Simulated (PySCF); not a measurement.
**Frequency calculation of MoH$_{2}$O$_{2}$**

System: MoH$_{2}$O$_{2}$, multiplicity 3.
Method: UKS-based PBE0, Mo def2-SVP with ECP28, O def2-SVP, H def2-SVP; non-relativistic Hamiltonian with a scalar-relativistic core potential; density fitting (PySCF 2.14.0).

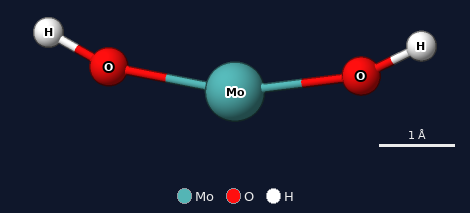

Fig. 1: The input geometry (ball-and-stick view, seen at an oblique angle). Sticks mark near contacts.

**Summary**

| quantity | value |
| --- | --- |
| outcome | converged |
| total energy | −219.537134 hartree |
| ⟨S²⟩ | 2.019 |
| zero-point energy | 0.026711 hartree |
| dipole moment | 1.41 D |
| wavenumbers, lowest and highest | 79 and 3946 cm⁻¹ |
| hardware | 2 threads of Arm Neoverse N1, 54 GiB of memory available, shared host |
| wall time | 2 min (CPU time 3.3 min) |
| peak memory | 1 GiB |

**Input file**
```python
from pyscf import gto, scf, dft
mol = gto.M(atom='''
Mo    -0.000353     0.092541    -0.000067
O     -0.335003    -0.181321     1.763506
O      0.336384    -0.181321    -1.763243
H     -0.493872    -0.613051     2.606990
H      0.498544    -0.613051    -2.606100''',
    basis={'Mo': 'def2-SVP', 'O': 'def2-SVP', 'H': 'def2-SVP'},
    ecp={'Mo': 'def2-SVP'},
    charge=0, spin=2)
mf = dft.UKS(mol, xc='PBE0')
mf.grids.atom_grid = (75, 302)
aux = {'Mo': 'def2-universal-JKFIT', 'O': 'def2-universal-JKFIT', 'H': 'def2-universal-JKFIT'}
mf = mf.density_fit(auxbasis=aux)
mf.conv_tol = 1e-09
mf.diis_space = 10
mf.max_cycle = 60
mf.verbose = 4
mf.kernel()
```

The script is an equivalent of the set-up of the self-consistent field. The run itself was carried out by a driver, which started from the orbitals of the step before it where there was one and computed the further properties.

Launched with:
```bash
OMP_NUM_THREADS=2 python axn.py task.json out
```

**Output**
```
init E= -219.537134417668
  alpha nocc = 17  HOMO = -0.207161376633209  LUMO = -0.0303857657367212
  beta  nocc = 15  HOMO = -0.163744273795814  LUMO = -0.064783356668897
  HOMO = -0.163744273796  LUMO = -0.0647833566689  gap/eV = 2.69286
cycle= 1 E= -219.537134417668  delta_E= 5.68e-14  |g|= 6.68e-07  |ddm|= 8.4e-07
  alpha nocc = 17  HOMO = -0.207161428323804  LUMO = -0.0303858281218184
  beta  nocc = 15  HOMO = -0.163744310479046  LUMO = -0.0647834174343048
  HOMO = -0.163744310479  LUMO = -0.0647834174343  gap/eV = 2.69286
Extra cycle  E= -219.537134417667  delta_E= 9.66e-13  |g|= 1.51e-06  |ddm|= 1.48e-06
converged SCF energy = -219.537134417667  <S^2> = 2.0193546  2S+1 = 3.0128755
```

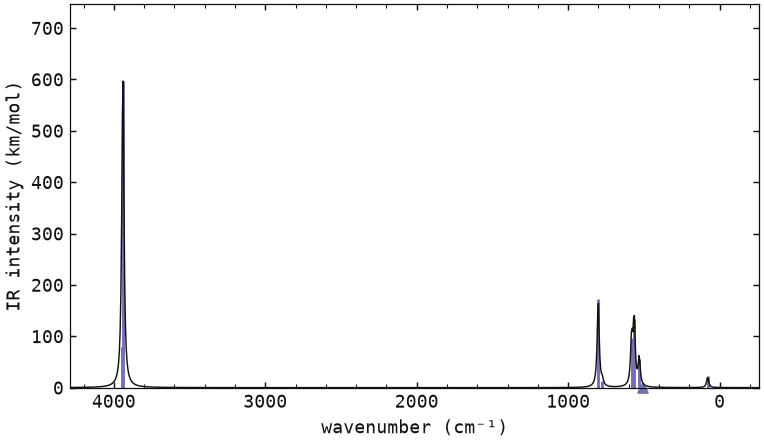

Fig. 2: Harmonic infrared spectrum, unscaled: sticks (degenerate modes added up, dark ones marked on the axis) with a Lorentzian envelope of 16 cm⁻¹ full width, scaled to the tallest stick. 9 modes from 79 to 3946 cm⁻¹, none imaginary. The strongest line is at 3940 cm⁻¹ (597 km/mol). All modes, in cm⁻¹ (km/mol): 79 (22), 506 (0.0), 531 (56), 565 (134), 581 (96), 775 (12.2), 802 (173), 3940 (597), 3946 (78).

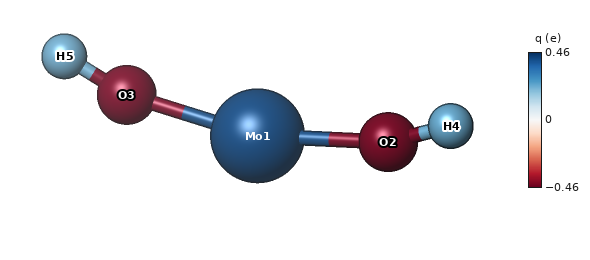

Fig. 3: Mulliken charges, as the colour of each atom (ball-and-stick view, seen at a tilt; atoms are numbered from 1 in the order of the input). By element: Mo +0.42, O −0.44 and H +0.23 e.
